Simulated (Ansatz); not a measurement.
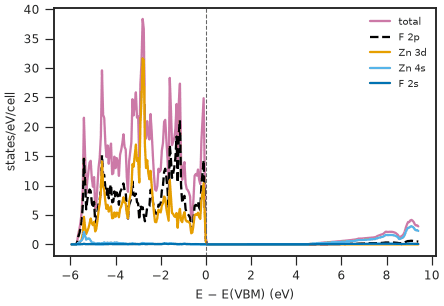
Figure: Total and projected density of states of ZnF2 in space group Pbcn (No. 60; Zn on 4c, F on 8d), r²SCAN (plane waves, PAW; program Ansatz)

Question: Which orbitals carry the states next to the gap?

Answer: Top 1 eV of the valence band: F 2p 57 %, Zn 3d 42 %. Bottom 1 eV of the conduction band: Zn 4s 76 %, F 2s 17 %, F 2p 6 %. Projections are on Löwdin-orthogonalised atomic valence shells; empty p or d shells of many metals are not among them.

Question: Where is the tallest occupied peak in this window, and what makes it?

Answer: Near -2.8 eV, about 38 states/eV per cell; the largest projected share is Zn 3d.

The workflow started from a Materials Project entry (that database holds measured and hypothetical structures alike); the Crystallography Open Database copy checked does not list it. COD files the formula under space group No. 136, so this cell is another polymorph or a model. Its standing as an ambient phase is unchecked. Symmetry was held in the r²SCAN relaxation; whether a distortion lowers the energy is not shown.

Potentials: the later of the program's two PAW sets.
